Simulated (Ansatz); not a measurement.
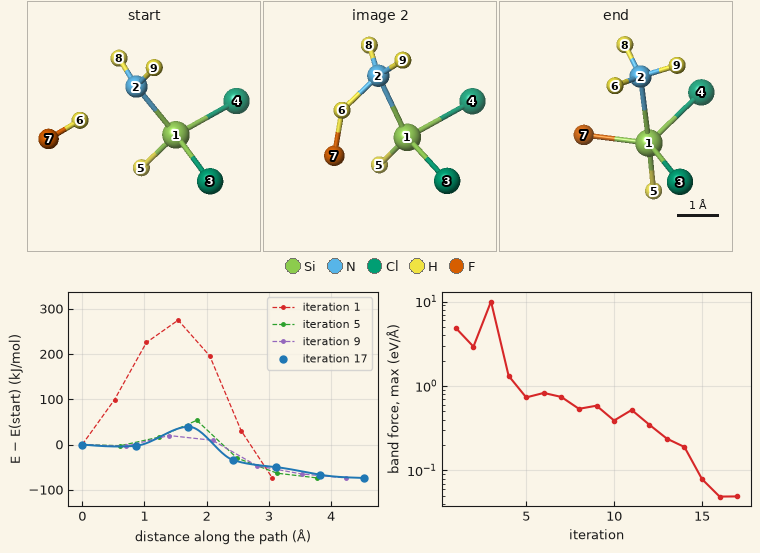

A nudged-elastic-band calculation for SiNH4Cl2F. Images are numbered from 0 (start) to 6 (end). The plot follows the band through its iterations. Style: ball-and-stick. Shown at a tilt.

Theory: Ansatz, RKS PBE0-D4/def2-SVP. Settings: 5 movable images; climbing image.

### Judge this run.

The run is converged, with reservations. The band converged in 17 iterations. The largest component of the band force went from 4.8 to 0.049 eV/Å. The climbing image converged on the top of the path. Its curvatures weren't checked. The largest force component is 0.32 eV/Å at the start and 0.66 eV/Å at the end; an end with forces this large is no minimum, and the barrier measured from it can be far off. The first iteration put the highest image at 274.8 kJ/mol. The highest point, image 2, lies 39.4 kJ/mol above the start and 113.2 kJ/mol above the end; the end is at −73.7 kJ/mol relative to the start.

Cost: 87 s on 8 threads of Arm Neoverse V1, with other jobs on the host.
